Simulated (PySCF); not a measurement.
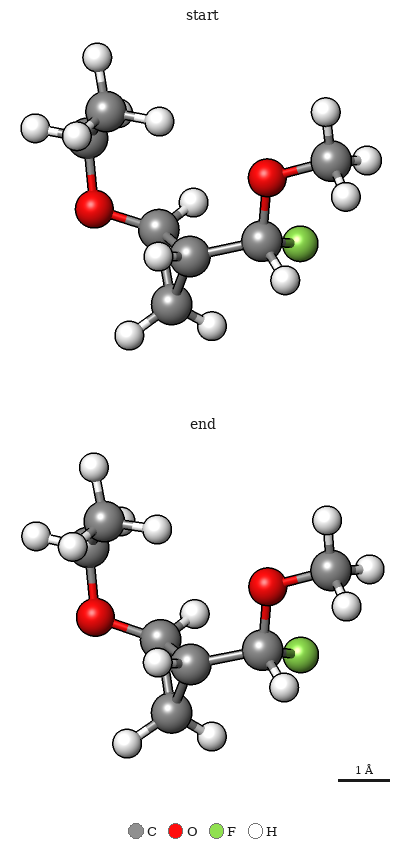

The structure of C7H13FO2 before (top) and after (bottom) a relaxation, at one scale.

Style: ball-and-stick. Shown at a tilt.

The start comes from GFN2-xTB. Its atoms were then displaced at random by about 0.01 Å.

Method: PySCF, PBE0-D3(BJ)/def2-SVP geometry optimisation, gas phase. 

> Summarise the run.

An H atom moves most after the best rigid fit: 0.089 Å. Largest moves by element: H 0.089 Å, C 0.065 Å, F 0.047 Å, O 0.046 Å. Near-neighbour distances that change, for instance: C–C 1.529 → 1.487 Å, C–C 1.544 → 1.503 Å, C–H 1.059 → 1.092 Å, C–H 1.142 → 1.110 Å. Among the angles between lasting bonds that change: H–C–H 104.6° → 108.5°, H–C–H 112.0° → 109.1°, O–C–H 117.3° → 115.0°. Over 8 geometry steps the energy falls by 4.33 kcal/mol. The run took 6.1 min on 1 thread of Arm Neoverse N1 (shared host).
